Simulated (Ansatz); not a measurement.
# Molecular dynamics of C$_{3}$H$_{5}$AlO

System: C$_{3}$H$_{5}$AlO, SMILES C=[C]1[O][Al]1[CH3].
Method: RKS BLYP/6-31G* (Ansatz 0.2.0).

The geometry comes from this level: PBE0-D4/def2-TZVP. Figures and captions count atoms from 1; the log counts them from 0 in places.

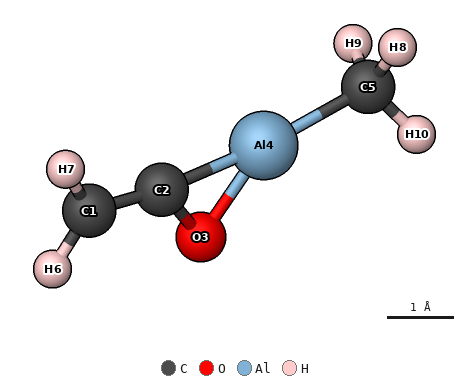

The structure as given in the input (ball-and-stick view, seen at a tilt; atoms are numbered from 1 in the order of the input). Sticks mark near contacts. Bond lengths as drawn: Al–C 1.85 to 1.93 Å, Al–O 1.73 Å, C–C 1.32 Å, C–H 1.08 to 1.09 Å and C–O 1.42 Å.

**Input**
```yaml
crystal:
  periodic: [false, false, false]
  atoms:
    - {symbol: C, position_ang: [-0.860753, -1.988600, 1.580069]}
    - {symbol: C, position_ang: [-0.315505, -1.082880, 0.786656]}
    - {symbol: O, position_ang: [0.961860, -1.150488, 0.172572]}
    - {symbol: Al, position_ang: [0.203805, 0.334757, -0.283150]}
    - {symbol: C, position_ang: [0.520329, 1.908332, -1.352583]}
    - {symbol: H, position_ang: [-0.335575, -2.905725, 1.831950]}
    - {symbol: H, position_ang: [-1.847650, -1.825306, 1.992110]}
    - {symbol: H, position_ang: [-0.047939, 2.765693, -0.986315]}
    - {symbol: H, position_ang: [0.222539, 1.726354, -2.389000]}
    - {symbol: H, position_ang: [1.581989, 2.166864, -1.349408]}
basis:
  gaussian: {orbitals: "6-31G*"}
hamiltonian: {xc: {name: BLYP}}
md: {timestep: 0.5 fs, n_steps: 20, ensemble: nvt_nose_hoover, temperature: 700, initial_velocities: maxwell_boltzmann, seed: 907}
```

Hardware: 2 threads of Intel Xeon, 11 GiB of memory available, shared host.

Run as:
```bash
ansatz run in.yaml --threads 2 --pin off --events-out ev --progress --plain --max-ram 4352MiB
```

**Output**
```
Functional definition: BLYP
  name "BLYP"
  cite "Becke, Phys. Rev. A 38, 3098 (1988) doi:10.1103/PhysRevA.38.3098"
  cite "Lee, Yang & Parr, Phys. Rev. B 37, 785 (1988) doi:10.1103/PhysRevB.37.785"
  parameter beta = 0.0042
  parameter a = 0.04918
  parameter b = 0.132
  parameter c = 0.2533
  parameter d = 0.349
  exchange = b88_x(beta = beta)
  correlation = lyp_c(a = a, b = b, c = c, d = d)
1052 factors; their error is unknown
mean field evaluation 1: about -11816.1870 eV, gradient 8.4e1 eV
mean field evaluation 2: about -11726.4571 eV, gradient 1.9e2 eV
mean field evaluation 4: about -11832.5004 eV, gradient 1.5e1 eV
mean field evaluation 8: about -11833.1121 eV, gradient 6.4e-1 eV
mean field evaluation 16: about -11833.0514 eV, gradient 1.7e-3 eV
mean field -11833.05143269 eV, -434.8566194212 hartree, gradient 6.6e-5 eV, S^2 0.000000; 0 other end points of the search recorded, 0 dependent functions left out
the calculation of the forces begins
reference -11833.05176007 eV, -434.8566314521 hartree; 22, 22 occupied and 67, 67 virtual orbitals, 1052 factors
md step     0: t =     0.00 fs  T =   700.0 K  F+E_penalty+E_count = -11833.05143269 eV  E_kin = 0.723856 eV  conserved = -11832.32757670 eV  (29 SCF iters)
these checks for a lower state are left out or cut short: starts, cluster_reference, orbital_swaps, neighbouring_geometries, increment
1052 factors; their error is unknown
mean field -11833.05811569 eV, -434.8568650168 hartree, gradient 2.6e-5 eV, S^2 0.000000; 0 other end points of the search recorded, 0 dependent functions left out
[... from here on the field's lines of each further geometry are left out, up to the last ...]
md step     1: t =     0.50 fs  T =   706.5 K  F+E_penalty+E_count = -11833.05811569 eV  E_kin = 0.730573 eV  conserved = -11832.32754306 eV  (32 SCF iters)
md step     2: t =     1.00 fs  T =   682.1 K  F+E_penalty+E_count = -11833.03240186 eV  E_kin = 0.705343 eV  conserved = -11832.32705848 eV  (32 SCF iters)
md step     3: t =     1.50 fs  T =   633.5 K  F+E_penalty+E_count = -11832.98140208 eV  E_kin = 0.655079 eV  conserved = -11832.32632349 eV  (33 SCF iters)
md step     4: t =     2.00 fs  T =   571.3 K  F+E_penalty+E_count = -11832.91635419 eV  E_kin = 0.590816 eV  conserved = -11832.32554219 eV  (33 SCF iters)
md step     5: t =     2.50 fs  T =   507.3 K  F+E_penalty+E_count = -11832.84943298 eV  E_kin = 0.524574 eV  conserved = -11832.32487141 eV  (34 SCF iters)
md step     6: t =     3.00 fs  T =   451.4 K  F+E_penalty+E_count = -11832.79121485 eV  E_kin = 0.466833 eV  conserved = -11832.32440915 eV  (34 SCF iters)
md step     7: t =     3.50 fs  T =   410.9 K  F+E_penalty+E_count = -11832.74903569 eV  E_kin = 0.424879 eV  conserved = -11832.32420460 eV  (34 SCF iters)
md step     8: t =     4.00 fs  T =   388.7 K  F+E_penalty+E_count = -11832.72614556 eV  E_kin = 0.401951 eV  conserved = -11832.32426961 eV  (34 SCF iters)
md step     9: t =     4.50 fs  T =   383.9 K  F+E_penalty+E_count = -11832.72150320 eV  E_kin = 0.397030 eV  conserved = -11832.32458399 eV  (34 SCF iters)
md step    10: t =     5.00 fs  T =   391.9 K  F+E_penalty+E_count = -11832.73014292 eV  E_kin = 0.405210 eV  conserved = -11832.32508915 eV  (35 SCF iters)
md step    11: t =     5.50 fs  T =   404.9 K  F+E_penalty+E_count = -11832.74418851 eV  E_kin = 0.418721 eV  conserved = -11832.32567880 eV  (34 SCF iters)
md step    12: t =     6.00 fs  T =   414.6 K  F+E_penalty+E_count = -11832.75463796 eV  E_kin = 0.428722 eV  conserved = -11832.32619305 eV  (35 SCF iters)
md step    13: t =     6.50 fs  T =   413.7 K  F+E_penalty+E_count = -11832.75392392 eV  E_kin = 0.427834 eV  conserved = -11832.32644205 eV  (35 SCF iters)
md step    14: t =     7.00 fs  T =   399.4 K  F+E_penalty+E_count = -11832.73883518 eV  E_kin = 0.412999 eV  conserved = -11832.32627001 eV  (35 SCF iters)
md step    15: t =     7.50 fs  T =   374.9 K  F+E_penalty+E_count = -11832.71276952 eV  E_kin = 0.387635 eV  conserved = -11832.32565599 eV  (35 SCF iters)
md step    16: t =     8.00 fs  T =   349.7 K  F+E_penalty+E_count = -11832.68581570 eV  E_kin = 0.361630 eV  conserved = -11832.32479715 eV  (35 SCF iters)
md step    17: t =     8.50 fs  T =   336.7 K  F+E_penalty+E_count = -11832.67153254 eV  E_kin = 0.348156 eV  conserved = -11832.32408246 eV  (30 SCF iters)
md step    18: t =     9.00 fs  T =   346.1 K  F+E_penalty+E_count = -11832.68096891 eV  E_kin = 0.357870 eV  conserved = -11832.32390752 eV  (34 SCF iters)
md step    19: t =     9.50 fs  T =   380.3 K  F+E_penalty+E_count = -11832.71672887 eV  E_kin = 0.393230 eV  conserved = -11832.32442702 eV  (34 SCF iters)
the calculation of the forces begins
reference -11832.77103518 eV, -434.8463150025 hartree; 22, 22 occupied and 67, 67 virtual orbitals, 1052 factors
1052 factors; their error is unknown
mean field evaluation 192: about -11832.8322 eV, gradient 1.4e-1 eV
mean field -11832.77070679 eV, -434.8463029344 hartree, gradient 1.5e-5 eV, S^2 0.000000; 1 other end points of the search recorded, 0 dependent functions left out
the calculation of the forces begins
reference -11832.77103518 eV, -434.8463150025 hartree; 22, 22 occupied and 67, 67 virtual orbitals, 1052 factors
md step    20: t =    10.00 fs  T =   431.6 K  F+E_penalty+E_count = -11832.77070679 eV  E_kin = 0.446339 eV  conserved = -11832.32543901 eV  (31 SCF iters)
```

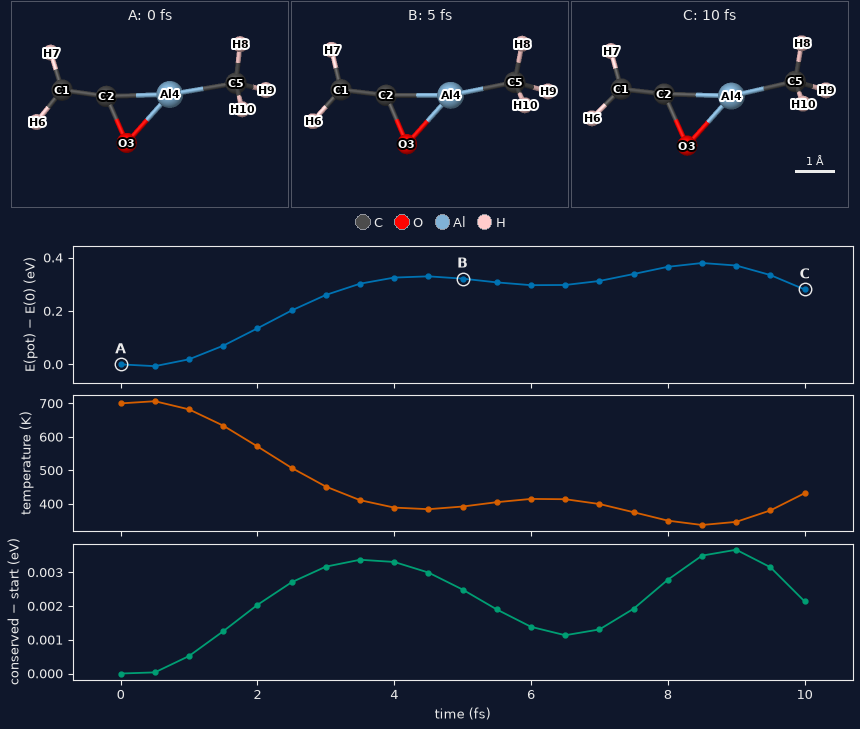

Frames of the molecular dynamics (ball-and-stick, seen at a tilt) above the curves, on which the letters mark them. The trajectory kept here has 21 frames over 10 fs. The temperature starts at 700 K, ranges from 337 to 706 K and averages 386 K over the second half. The potential energy ends 0.281 eV above its first value. The conserved quantity stays within 0.0037 eV. After an unweighted best fit of the last frame on the first, the root-mean-square displacement is 0.09 Å.

```
Total energy: -11832.77103518 eV, -434.8463150025 hartree
Atom 0 at    -0.931004    -2.032212     1.575846 Å, force     1.420365     1.787263    -0.526949 eV/Å
Atom 1 at    -0.307056    -1.011972     0.896146 Å, force    -0.252795    -1.707600    -0.431247 eV/Å
Atom 2 at     1.014930    -1.183234     0.143437 Å, force    -0.582768     0.431871     0.509151 eV/Å
Atom 3 at     0.226243     0.327149    -0.334248 Å, force    -0.078525    -0.977986     1.046459 eV/Å
Atom 4 at     0.477454     1.924398    -1.320082 Å, force    -0.099888     0.371894     0.362266 eV/Å
Atom 5 at    -0.409505    -2.904630     1.970251 Å, force     0.124203    -0.278863    -0.338141 eV/Å
Atom 6 at    -1.897150    -1.817530     1.984226 Å, force    -0.771585     0.106528     0.386702 eV/Å
Atom 7 at    -0.076788     2.794191    -1.013935 Å, force    -0.898995     0.466534     0.437372 eV/Å
Atom 8 at     0.283512     1.781723    -2.349551 Å, force    -0.529571    -0.333968    -1.671152 eV/Å
Atom 9 at     1.477675     2.280841    -1.303054 Å, force     1.669560     0.134326     0.225539 eV/Å
Dipole moment:    -0.096458     0.727769    -0.397330 e Å
```

**Trajectory as extended XYZ (Å, eV, eV/Å), 10 of the 21 frames kept, from step=0 to step=20**
```
10
Properties=species:S:1:pos:R:3:forces:R:3 step=0 time_fs=0.0 energy=-11833.05143 temperature=700.0
C    -0.8608   -1.9886    1.5801   -0.3089  -0.3939   0.3802
C    -0.3155   -1.0829    0.7867   -0.5733   0.2799   0.1333
O     0.9619   -1.1505    0.1726    1.3458  -0.7684  -0.2550
Al    0.2038    0.3348   -0.2832   -0.4055   0.8427  -0.2614
C     0.5203    1.9083   -1.3526    0.0635   0.0230  -0.0411
H    -0.3356   -2.9057    1.8319    0.1323  -0.3075   0.1092
H    -1.8477   -1.8253    1.9921   -0.3253  -0.0106   0.1712
H    -0.0479    2.7657   -0.9863   -0.1690   0.2622   0.1101
H     0.2225    1.7264   -2.3890   -0.0848  -0.0382  -0.3258
H     1.5820    2.1669   -1.3494    0.3252   0.1107  -0.0208
10
Properties=species:S:1:pos:R:3:forces:R:3 step=2 time_fs=1.0 energy=-11833.03240 temperature=682.1
C    -0.8681   -1.9993    1.5813   -0.6709   0.7289   0.0727
C    -0.3103   -1.0687    0.7937   -0.9611  -0.6249   0.6812
O     0.9651   -1.1528    0.1697    1.2661  -0.6800  -0.2113
Al    0.2064    0.3334   -0.2884   -0.3461   0.7862  -0.1902
C     0.5128    1.9034   -1.3447    0.5444   0.8519  -0.9131
H    -0.3371   -2.9031    1.8511    0.1353  -0.4197   0.1091
H    -1.8775   -1.8098    1.9946    0.4454  -0.2159  -0.1003
H    -0.0365    2.7963   -0.9836   -0.1008  -0.2631  -0.0871
H     0.2274    1.7257   -2.4209    0.1196   0.1456   0.6577
H     1.5920    2.2097   -1.3468   -0.4319  -0.3091  -0.0186
10
Properties=species:S:1:pos:R:3:forces:R:3 step=4 time_fs=2.0 energy=-11832.91635 temperature=571.3
C    -0.8760   -2.0094    1.5825   -0.7917   1.5770  -0.1833
C    -0.3058   -1.0550    0.8012   -1.2475  -1.4229   1.0988
O     0.9691   -1.1556    0.1667    1.1355  -0.5690  -0.1557
Al    0.2088    0.3323   -0.2938   -0.2821   0.6860  -0.1048
C     0.5056    1.8992   -1.3375    0.9236   1.6564  -1.5341
H    -0.3373   -2.9044    1.8713    0.0629  -0.3778   0.0662
H    -1.9031   -1.7962    1.9962    0.9940  -0.3943  -0.2755
H    -0.0261    2.8245   -0.9817   -0.0691  -0.7260  -0.2376
H     0.2333    1.7264   -2.4467    0.2214   0.2559   1.3318
H     1.5981    2.2495   -1.3443   -0.9469  -0.6854  -0.0060
10
Properties=species:S:1:pos:R:3:forces:R:3 step=7 time_fs=3.5 energy=-11832.74904 temperature=410.9
C    -0.8890   -2.0222    1.5841   -0.4088   2.2314  -0.4738
C    -0.3010   -1.0368    0.8143   -1.4536  -2.3256   1.4307
O     0.9764   -1.1604    0.1620    0.8523  -0.3717  -0.0461
Al    0.2123    0.3311   -0.3019   -0.1898   0.4628   0.0554
C     0.4964    1.8955   -1.3291    1.2376   2.4723  -1.9494
H    -0.3371   -2.9124    1.9024   -0.1639  -0.0689  -0.0912
H    -1.9233   -1.7834    1.9936    1.2373  -0.5340  -0.3130
H    -0.0119    2.8530   -0.9833   -0.1647  -1.1028  -0.3099
H     0.2461    1.7320   -2.4609    0.1990   0.2865   1.6688
H     1.5898    2.2963   -1.3406   -1.1454  -1.0501   0.0284
10
Properties=species:S:1:pos:R:3:forces:R:3 step=9 time_fs=4.5 energy=-11832.72150 temperature=383.9
C    -0.8981   -2.0285    1.5847    0.1645   2.3332  -0.6334
C    -0.2992   -1.0269    0.8244   -1.4511  -2.7048   1.4552
O     0.9819   -1.1639    0.1588    0.6212  -0.2283   0.0421
Al    0.2145    0.3306   -0.3073   -0.1369   0.2773   0.1835
C     0.4915    1.8954   -1.3254    1.2730   2.6336  -1.8830
H    -0.3385   -2.9191    1.9222   -0.3262   0.1843  -0.2288
H    -1.9223   -1.7810    1.9882    1.0039  -0.5165  -0.1953
H    -0.0043    2.8593   -0.9879   -0.3283  -1.0871  -0.2498
H     0.2570    1.7392   -2.4508    0.0906   0.2301   1.4513
H     1.5708    2.3154   -1.3379   -0.9107  -1.1217   0.0583
10
Properties=species:S:1:pos:R:3:forces:R:3 step=11 time_fs=5.5 energy=-11832.74419 temperature=404.9
C    -0.9070   -2.0329    1.5848    0.9159   2.2639  -0.8027
C    -0.2986   -1.0191    0.8357   -1.3575  -2.9031   1.3377
O     0.9877   -1.1675    0.1557    0.3735  -0.0833   0.1373
Al    0.2167    0.3301   -0.3126   -0.0950   0.0722   0.3263
C     0.4875    1.8974   -1.3232    1.1577   2.4534  -1.5099
H    -0.3431   -2.9240    1.9399   -0.4365   0.3748  -0.3557
H    -1.9119   -1.7835    1.9809    0.4770  -0.4045   0.0229
H     0.0002    2.8553   -0.9949   -0.5569  -0.8554  -0.1131
H     0.2688    1.7485   -2.4271   -0.0822   0.1165   0.8638
H     1.5433    2.3238   -1.3346   -0.3960  -1.0345   0.0933
10
Properties=species:S:1:pos:R:3:forces:R:3 step=13 time_fs=6.5 energy=-11832.75392 temperature=413.7
C    -0.9152   -2.0356    1.5843    1.7250   2.1018  -0.9843
C    -0.2991   -1.0137    0.8480   -1.1935  -2.9247   1.0975
O     0.9939   -1.1711    0.1527    0.1249   0.0564   0.2341
Al    0.2189    0.3297   -0.3178   -0.0666  -0.1469   0.4803
C     0.4845    1.9014   -1.3222    0.8821   1.9629  -0.8238
H    -0.3518   -2.9254    1.9542   -0.4599   0.4473  -0.4448
H    -1.8970   -1.7898    1.9740   -0.2512  -0.2169   0.3054
H    -0.0007    2.8432   -1.0029   -0.8194  -0.4475   0.0789
H     0.2797    1.7590   -2.3953   -0.3051  -0.0479  -0.0766
H     1.5122    2.3225   -1.3304    0.3637  -0.7845   0.1334
10
Properties=species:S:1:pos:R:3:forces:R:3 step=16 time_fs=8.0 energy=-11832.68582 temperature=349.7
C    -0.9248   -2.0364    1.5819    2.4846   1.8721  -1.1228
C    -0.3015   -1.0099    0.8681   -0.8506  -2.6392   0.5509
O     1.0031   -1.1766    0.1484   -0.2203   0.2438   0.3697
Al    0.2221    0.3289   -0.3252   -0.0525  -0.4967   0.7241
C     0.4812    1.9102   -1.3218    0.2747   0.9629   0.3981
H    -0.3727   -2.9198    1.9676   -0.3086   0.2912  -0.4739
H    -1.8812   -1.8025    1.9697   -1.1771   0.0652   0.6400
H    -0.0175    2.8185   -1.0130   -1.1321   0.2454   0.3696
H     0.2900    1.7732   -2.3524   -0.6176  -0.3125  -1.6532
H     1.4746    2.3076   -1.3215    1.5996  -0.2320   0.1975
10
Properties=species:S:1:pos:R:3:forces:R:3 step=18 time_fs=9.0 energy=-11832.68097 temperature=346.1
C    -0.9288   -2.0350    1.5793    2.2574   1.8182  -0.9550
C    -0.3041   -1.0100    0.8821   -0.5704  -2.2474   0.0888
O     1.0091   -1.1800    0.1458   -0.4175   0.3478   0.4464
Al    0.2242    0.3281   -0.3299   -0.0607  -0.7397   0.8888
C     0.4793    1.9171   -1.3212   -0.0383   0.4859   0.7292
H    -0.3906   -2.9124    1.9710   -0.1058   0.0331  -0.4225
H    -1.8834   -1.8107    1.9740   -1.2344   0.1384   0.6251
H    -0.0418    2.8040   -1.0157   -1.1409   0.5068   0.4688
H     0.2899    1.7793   -2.3412   -0.6708  -0.3932  -2.0972
H     1.4669    2.2940   -1.3134    1.9814   0.0502   0.2275
10
Properties=species:S:1:pos:R:3:forces:R:3 step=20 time_fs=10.0 energy=-11832.77071 temperature=431.6
C    -0.9310   -2.0322    1.5758    1.4204   1.7873  -0.5269
C    -0.3071   -1.0120    0.8961   -0.2528  -1.7076  -0.4312
O     1.0149   -1.1832    0.1434   -0.5828   0.4319   0.5092
Al    0.2262    0.3271   -0.3342   -0.0785  -0.9780   1.0465
C     0.4775    1.9244   -1.3201   -0.0999   0.3719   0.3623
H    -0.4095   -2.9046    1.9703    0.1242  -0.2789  -0.3381
H    -1.8971   -1.8175    1.9842   -0.7716   0.1065   0.3867
H    -0.0768    2.7942   -1.0139   -0.8990   0.4665   0.4374
H     0.2835    1.7817   -2.3496   -0.5296  -0.3340  -1.6712
H     1.4777    2.2808   -1.3031    1.6696   0.1343   0.2255
```

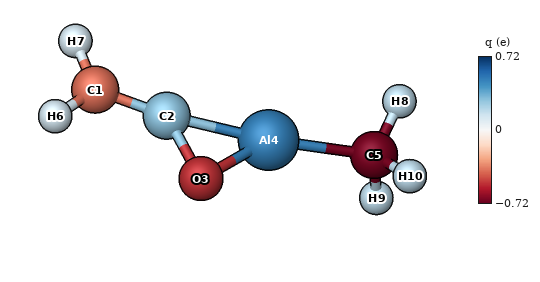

Mulliken charges, as the colour of each atom (ball-and-stick view, seen at a tilt; atoms are numbered from 1 in the order of the input). By element: C −0.68 to +0.30, O −0.52, Al +0.49 and H +0.12 to +0.19 e.

**Results in brief**

| quantity | value |
| --- | --- |
| outcome | finished |
| mean temperature over the second half | 386 K |
| trajectory | 20 steps, 10 fs |
| ensemble | nvt_nose_hoover |
| temperature in the input | 700 K |
| time step | 0.5 fs |
| potential energy (last step) | −11832.7710 eV |
| SCF solution under orbital rotations (last step) | stable |
| largest force (length of the vector) (last step) | 2.343 eV/Å |
| dipole moment (last step) | 4.01 D |
| wall time | 21 s (CPU time 40 s) |
| peak memory | 0.47 GiB |

**Remarks**

So short a trajectory is not equilibrated. The temperature stays far from the 700 K of the thermostat over the second half: the run isn't equilibrated.
